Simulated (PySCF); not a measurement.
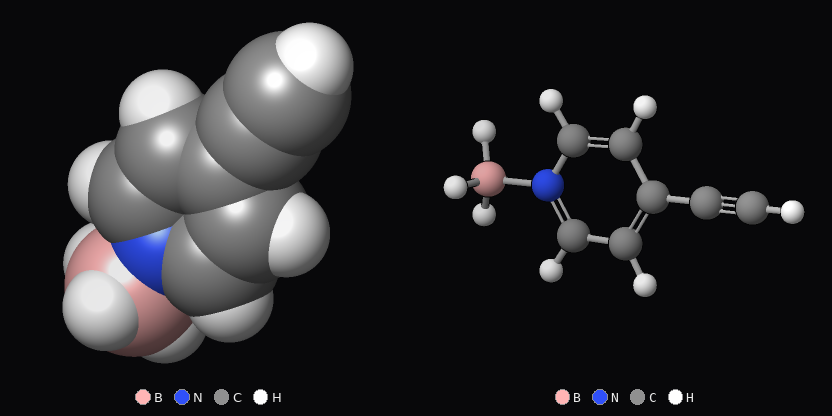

Two views of one molecule.

The geometry was computed by an optimisation with GFN2-xTB. No frequency run is at hand to confirm it as a minimum.

Give the formula.

Answer. C7H8BN, 17 atoms: 7 carbon, 8 hydrogen, 1 boron and 1 nitrogen.

Name functional groups in it.

Answer. Among them: alkyne, B–H bond.

The parts below concern this one geometry. Atoms keep their numbers from picture to picture.

## Geometry

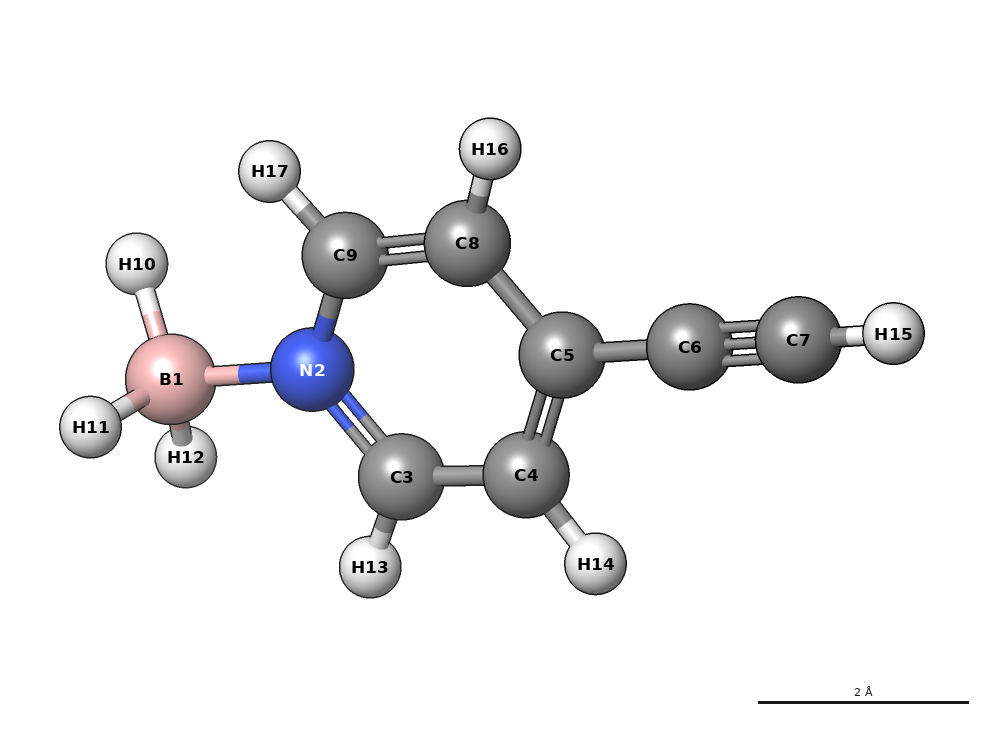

No frequency run is at hand to confirm it as a minimum.

What is the geometry at C3?

Answer. C3 has 3 neighbours (N2 at 1.33, C4 at 1.38, H13 at 1.08 Å); the arrangement is trigonal planar.

Describe the coordination of atom 6.

Answer. C6 has 2 neighbours (C5 at 1.41, C7 at 1.20 Å); the arrangement is linear.

What is the geometry at B1?

Answer. B1 has 4 neighbours (N2 at 1.55, H10 at 1.19, H11 at 1.20, H12 at 1.19 Å); the arrangement is tetrahedral.

How are the neighbours of atom 4 arranged?

Answer. C4 has 3 neighbours (C3 at 1.38, C5 at 1.40, H14 at 1.08 Å); the arrangement is trigonal planar.

What is the dihedral angle B1–N2–C9–C8?

Answer. 178° in size, that is anti.

## Excitation

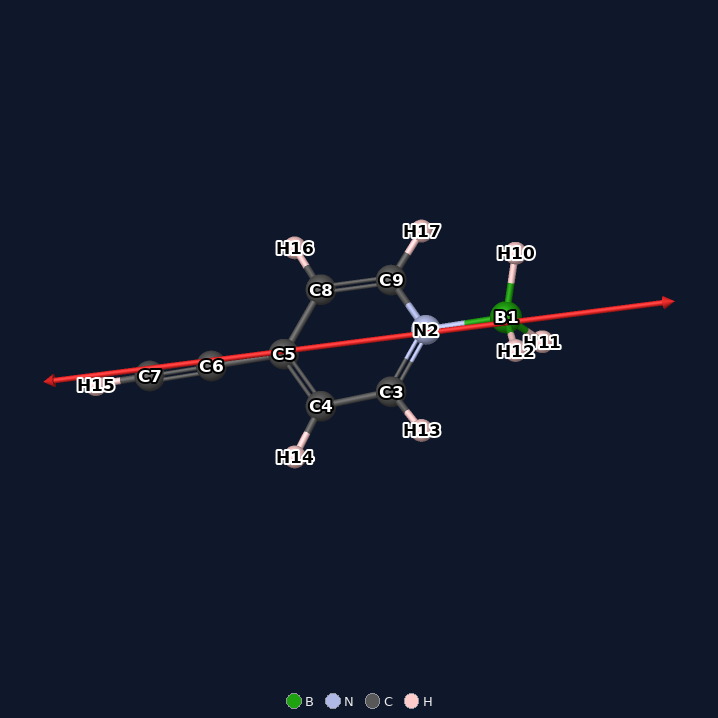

The double arrow shows the direction of the transition dipole to excited singlet state 1 (its length means nothing). No frequency run is at hand to confirm it as a minimum. Level of theory: TDDFT PBE0/def2-SVPD, vertical, gas phase, core orbitals frozen in the response (PySCF 2.14.0).

How is the transition polarised?

Answer. Nearly parallel to the B1–N2 bond.

Give its energy, strength and character.

Answer. 4.05 eV (306 nm), oscillator strength 0.32, mainly HOMO → LUMO (weight 0.97); transition dipole 4.55 D.

## NMR shielding

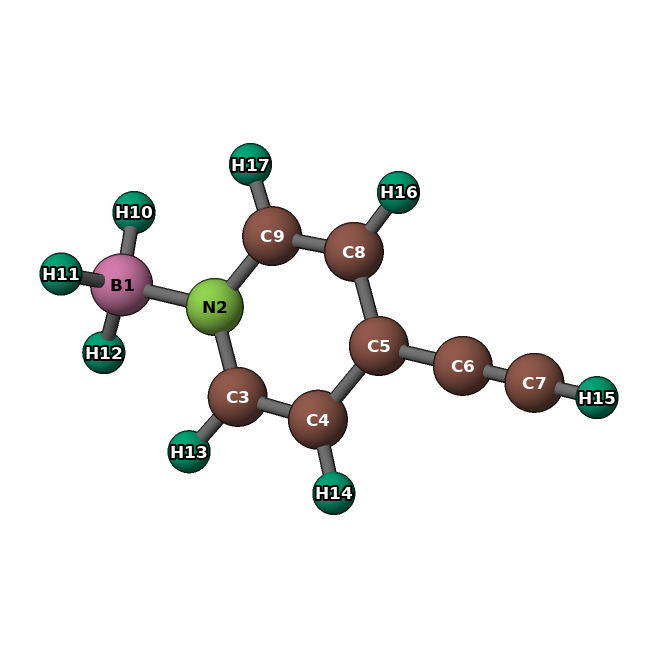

No frequency run is at hand to confirm it as a minimum. Method: GIAO PBE0/pcSseg-1 NMR shielding, non-relativistic, gas phase (PySCF 2.14.0). Principal shieldings σ11 ≤ σ22 ≤ σ33, span Ω = σ33 − σ11, skew κ = 3(σiso − σ22)/Ω.

Give the shielding tensors of the B atoms.

```json
{"atom": "B1", "σ11": "95.3", "σ22": "112.5", "σ33": "152.4", "σiso": "120.1", "Ω": "57.0", "κ": "0.40"}
```

Shieldings and span in ppm.

## Quadrupole coupling

No frequency run is at hand to confirm it as a minimum. Electric field gradients from the ground-state density, PBE0/pcSseg-1 (PySCF 2.14.0), non-relativistic apart from any core potentials.

Give the largest field-gradient component, the quadrupole coupling constant and the asymmetry for 11B at B1 (Q = 40.59 mb), 14N at N2 (Q = 20.44 mb), 2H at H10 (Q = 2.86 mb), 2H at H11 (Q = 2.86 mb).

```tsv
atom	V_zz (a.u.)	e²qQ/h (MHz)	η
B1	0.222	2.12	0.11
N2	−0.534	−2.57	0.23
H10	0.225	0.151	0.12
H11	0.221	0.148	0.09
```

## Charges

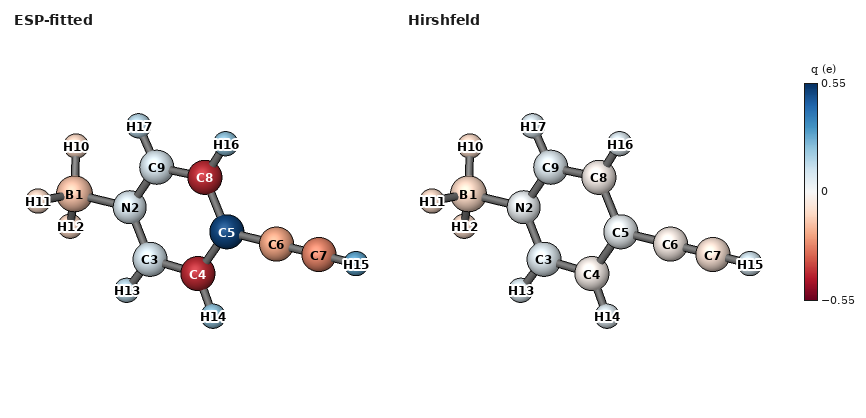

Atomic charges of one calculation by 2 schemes, on one colour scale. No frequency run is at hand to confirm it as a minimum. Method: PBE0/pcSseg-1 (PySCF 2.14.0).

Which scheme gives the most polar picture (largest mean size of the charges)?

Answer. The ESP-fitted charges are the largest in size here.

On which atom do the schemes disagree most?

Answer. On C5 (from 0.03 to 0.51 e).

List the charges (e), one line for each set of equivalent atoms.

| atom | ESP-fitted | Hirshfeld |
| --- | --- | --- |
| B1 | −0.15 | −0.11 |
| N2 | 0.07 | 0.03 |
| C3, C9 | 0.09 | 0.06 |
| C4, C8 | −0.41 | −0.03 |
| C5 | 0.51 | 0.03 |
| C6 | −0.21 | −0.04 |
| C7 | −0.27 | −0.07 |
| H10, H12 | −0.11 | −0.10 |
| H11 | −0.10 | −0.10 |
| H13, H17 | 0.15 | 0.08 |
| H14, H16 | 0.22 | 0.07 |
| H15 | 0.29 | 0.10 |

The geometry is semi-empirical. Around B such bond lengths and angles can be off by a tenth of an ångström or more and by several degrees, and values that hang on the shape move with them.
